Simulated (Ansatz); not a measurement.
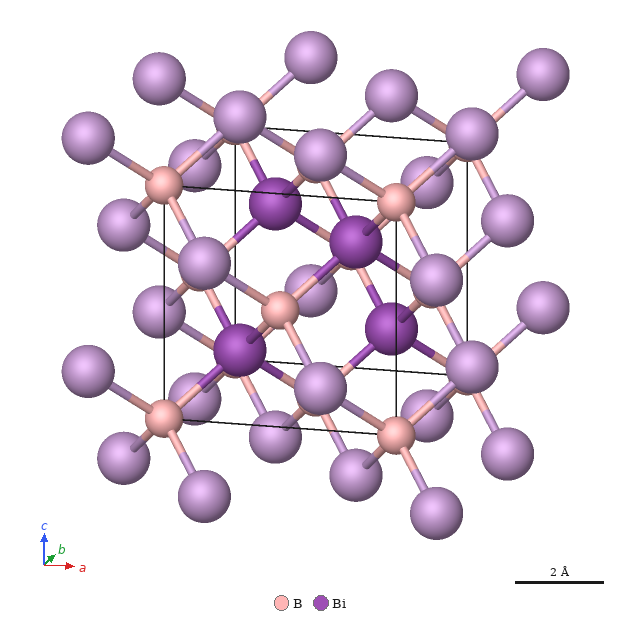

Shown here is a ball-and-stick view of the crystal, taken slightly off an axis. The edges of the drawn cell (a repeat of the simulation cell) are marked. Outside the box, the atoms bonded to those within are drawn, in fainter colours.

BiB, a = 5.490 Å, b = 5.490 Å, c = 5.490 Å, α = 90.00°, β = 90.00°, γ = 88.70°. Strictly the space group is Imm2 (No. 44, within 0.01 Å). It is a distorted form of a face-centred cubic structure, space group F-43m (No. 216) within 0.25 Å: zinc blende (sphalerite type). Starting structure: a structure type filled with these elements by a generator (whether the compound takes this form wasn't checked). The cell was then strained or its atoms displaced on purpose. A calculation with Ansatz used it as input.

This one geometry was computed with Ansatz (DFT, plane waves, PAW) at three levels of theory: r2SCAN, HSE06 and PBE. It was relaxed with r2SCAN and then strained.

Q: Which level gives the highest pressure at this volume, and what does that say about its equilibrium volume?

A: Highest: PBE (1.3 GPa), which points to the largest equilibrium volume. Lowest, with the smallest volume: HSE06 (-1.8 GPa). Levels within 0.5 GPa of each other can't be told apart.

Q: How does the band gap change with the level of theory?

A: PBE: a gap of 0.20 eV, direct; r2SCAN: a gap of 0.29 eV, direct; HSE06: a gap of 0.75 eV, indirect.

Q: Collect the results in a table.

A:
| level | cutoff (eV) | k-mesh of the run's cell | gap (eV) | pressure (GPa) |
| --- | --- | --- | --- | --- |
| r2SCAN | 500 | 8×8×8 | 0.29 | 0.0 |
| HSE06 | 420 | 6×6×6 | 0.75 | -1.8 |
| PBE | 420 | 8×8×8 | 0.20 | 1.3 |

Gaps are taken on the k-mesh or band path of each run.
